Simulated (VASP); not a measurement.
Band structure of TaO (relaxed from the NiAs type structure, space group P6_3/mmc). These are PBEsol GGA, VASP's PBE PAW potentials (set 64) (plane waves; VASP 6.6.1) values and carry that method's errors.

Unless said otherwise, spin-orbit coupling is left out, though it shifts the bands of the heavy elements here.

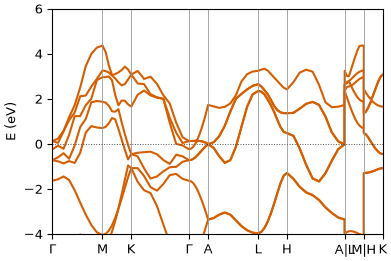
Bands along high-symmetry lines, zero at the valence-band maximum or, without a gap, the Fermi level

Q: Read the plot: is there a gap, and where are the band edges?

A: It has no gap at this level: it comes out as a metal or semimetal. (Edges off the drawn lines would not show.)

The structure was generated: TaO was put into the NiAs type type (P6_3/mmc), which need not be its known phase. It was relaxed first, which changed the volume by -33 %.
